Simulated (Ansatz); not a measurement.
# AlBGeH6 (SMILES [BH2][GeH2][AlH2]): functionals against CCSD(T) at one geometry

How do the functionals fare away from a minimum? The structure is a structure displaced at random from a GFN2-xTB minimum.

Program: Ansatz 0.2.0, Gaussian basis. Level of theory: single points in def2-TZVPP. These are calculated values, not measurements.

Correlated methods freeze the cores. Filled d shells of the heavier atoms are correlated.

### Step 1. Starting geometry

SMILES `[BH2][GeH2][AlH2]`, 9 atoms, charge 0, spin multiplicity 1.

Atoms are counted from 1 here; the program's logs count them from 0.

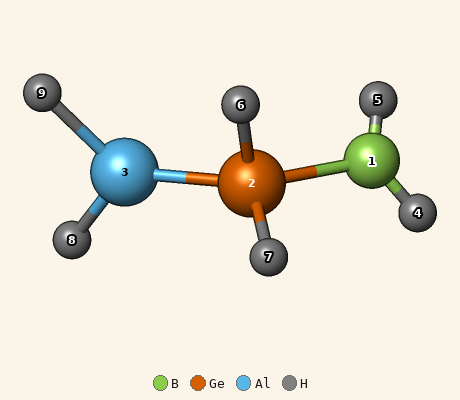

Start geometry, drawn with boron green, germanium orange, aluminium blue, hydrogen grey; atoms are numbered from 1 in the order of the file.

Coordinates:

```xyz
9
AlBGeH6
B    -1.0256    0.9077   -1.6121
Ge    0.3367    0.1289   -0.2722
Al    0.0992   -1.0786    1.4776
H    -1.1104    0.5444   -2.6522
H    -1.6867    1.4963   -1.1710
H     0.9157    1.4840    0.5317
H     1.7564   -0.0201   -1.1491
H    -0.0862   -2.6871    1.5855
H     0.4978   -0.5090    3.2133
```

### Step 2. CCSD(T)/def2-TZVPP

The input, run/in.yaml:

```yaml
crystal:
  periodic: [false, false, false]
  atoms:
    - {symbol: B, position_ang: [-1.025600, 0.907700, -1.612100]}
    - {symbol: Ge, position_ang: [0.336700, 0.128900, -0.272200]}
    - {symbol: Al, position_ang: [0.099200, -1.078600, 1.477600]}
    - {symbol: H, position_ang: [-1.110400, 0.544400, -2.652200]}
    - {symbol: H, position_ang: [-1.686700, 1.496300, -1.171000]}
    - {symbol: H, position_ang: [0.915700, 1.484000, 0.531700]}
    - {symbol: H, position_ang: [1.756400, -0.020100, -1.149100]}
    - {symbol: H, position_ang: [-0.086200, -2.687100, 1.585500]}
    - {symbol: H, position_ang: [0.497800, -0.509000, 3.213300]}
basis:
  gaussian: {orbitals: def2-TZVPP}
correlation: {method: ccsd_t}
output: {forces: true}
```

No record of the launch command was kept for these runs.

### Step 3. PBE0-D4/def2-TZVPP

run/in.yaml: that of step 2 with these lines changed.

```diff
@@ -14,3 +14,3 @@
   gaussian: {orbitals: def2-TZVPP}
-correlation: {method: ccsd_t}
-output: {forces: true}
+hamiltonian: {xc: pbe0, dispersion: d4}
+output: {forces: true, orbitals: {seedname: orbitals}}
```

### Step 4. wB97M-V/def2-TZVPP

run/in.yaml: that of step 3 with these lines changed.

```diff
@@ -14,3 +14,3 @@
   gaussian: {orbitals: def2-TZVPP}
-hamiltonian: {xc: pbe0, dispersion: d4}
-output: {forces: true, orbitals: {seedname: orbitals}}
+hamiltonian: {xc: {name: wB97M-V}}
+output: {forces: true}
```

### Step 5. r2SCAN-D4/def2-TZVPP

run/in.yaml: that of step 4 with these lines changed.

```diff
@@ -14,3 +14,3 @@
   gaussian: {orbitals: def2-TZVPP}
-hamiltonian: {xc: {name: wB97M-V}}
+hamiltonian: {xc: r2scan, dispersion: d4}
 output: {forces: true}
```

### Step 6. PBE-D4/def2-TZVPP

run/in.yaml: that of step 5 with these lines changed.

```diff
@@ -14,3 +14,3 @@
   gaussian: {orbitals: def2-TZVPP}
-hamiltonian: {xc: r2scan, dispersion: d4}
+hamiltonian: {xc: pbe, dispersion: d4}
 output: {forces: true}
```

### Step 7. wB97X-V/def2-TZVPP

run/in.yaml: that of step 6 with these lines changed.

```diff
@@ -14,3 +14,3 @@
   gaussian: {orbitals: def2-TZVPP}
-hamiltonian: {xc: pbe, dispersion: d4}
+hamiltonian: {xc: {name: wB97X-V}}
 output: {forces: true}
```

### Step 8. SPW92/def2-TZVPP

run/in.yaml: that of step 7 with these lines changed.

```diff
@@ -14,3 +14,3 @@
   gaussian: {orbitals: def2-TZVPP}
-hamiltonian: {xc: {name: wB97X-V}}
+hamiltonian: {xc: lda}
 output: {forces: true}
```

(Steps that only read results are left out.)

What does the calculation give? Wanted: energy less free atoms, CCSD(T)/def2-TZVPP; RMS force component; RMS force error; HOMO and LUMO, PBE0-D4; T1 diagnostic.

**Answer**, as computed:

| quantity | value |
| --- | --- |
| energy less free atoms, CCSD(T)/def2-TZVPP | -21.983 eV |
| RMS force component | 2.796 to 2.925 eV/Å over the methods |
| RMS force error | PBE0-D4 0.082, wB97M-V 0.081, r2SCAN-D4 0.108, PBE-D4 0.194, wB97X-V 0.050, SPW92 0.299 eV/Å |
| HOMO and LUMO, PBE0-D4 | -7.59 and -2.65 eV |
| T1 diagnostic | 0.015 |

In words: Against CCSD(T) the functionals' energies less atoms differ by -3.217 to -0.199 eV, PBE-D4 by -0.274 eV. A larger basis would deepen the CCSD(T) value, while the functionals are nearly converged already, so the order here is not reliable. The forces of wB97X-V come nearest to CCSD(T), those of SPW92 are farthest. Frozen-core CCSD(T) forces in triple zeta carry basis errors of their own, and this is one geometry, so small gaps rank nothing.
